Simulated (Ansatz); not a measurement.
**Fields on a plane of NbN (space group P6_3/mmc)**

```
NbN
1.0
    2.94710     0.00000     0.00000
   -1.47355     2.55227     0.00000
    0.00000     0.00000    11.08981
Nb N
4 4
Cartesian
  1.47355   0.85076   9.73910
  0.00000   1.70151   1.35071
  0.00000   1.70151   4.19420
  1.47355   0.85076   6.89562
  0.00000   0.00000   0.00000
  0.00000   0.00000   5.54491
  1.47355   0.85076   2.77245
  0.00000   1.70151   8.31736
```

The slice is a (-1 1 0 2) plane (indices of the conventional cell) through the point (0.667, 0.333, 0.622) (fractional), spanned by u = [110] and v = [1 -1 1] in vectors of this cell: u (2.95 Å) and v (12.21 Å, at 90° to u). It covers one period; positions are fractions (u, v).

Atoms on it: Nb at (0.00, 0.00); N at (0.00, 0.37), 0.2 Å off the plane; N at (0.50, 0.87), 0.2 Å off the plane; N at (0.50, 0.13), 0.2 Å off the plane. Other atoms lie within 1 Å of the plane.

All values below come from LDA (plane waves to 420 eV, PAW, scalar-relativistic; Ansatz, an electronic-structure program). k mesh 18×18×5. Inside the PAW spheres the values are not all-electron values, and peaks at nuclei hang on which shells count as valence. NbN is run without spin polarisation. NbN was relaxed with its symmetry unable to fall.

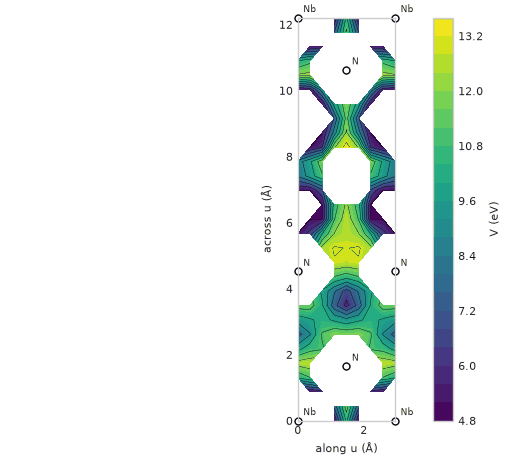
Electrostatic potential energy of an electron, from the cell's mean, in eV, one period of the plane, atoms marked. Points within 0.9 Å of a nucleus are left white, as the pseudised field means little there. Values under 5 eV are set to 5. The zero, the cell's mean, hangs on the PAW cores.

```
|%%@@==  ::  ==@@|
|++::..%%@@%%..::|
|  ..%%@@xx@@%%..|
|  --@@%%xx%%@@--|
|..  ==@@@@@@==  |
|@@##..::==::..##|
|%%@@**  ..  **@@|
|@@@@==  ..  ==@@|
|**--  ::++::  --|
|....++%%@@%%++..|
|....**@@@@@@**..|
|--....%%@@%%....|
|%%++  ::++::  ++|
|**==....::....==|
|    ..........  |
|@@%%++..  ..++%%|
|xx@@@@--  --@@@@|
|xx%%@@::  ::@@%%|
|@@@@++      ++@@|
|==--..  ..  ..--|
|........  ......|
|..  ::++**++::  |
|    **@@@@@@**  |
|  --@@%%xx%%@@--|
|  ::@@@@xx@@@@::|
|++::..##@@##..::|
|%%@@==  ::  ==@@|
|xxxx%%......%%xx|
```
Scale: ten equal steps from 0.11 (start of ' ') to 0.80 (end of '@'), in the order ' .:-=+*#%@'. Values: electron localisation function (ELF). The map has 8 points along u (two characters each, u = 0 at the left) and 28 along v (v = 0 in the bottom row). Points within 0.4 Å of a nucleus are blanked (x), as the pseudised field means little there.
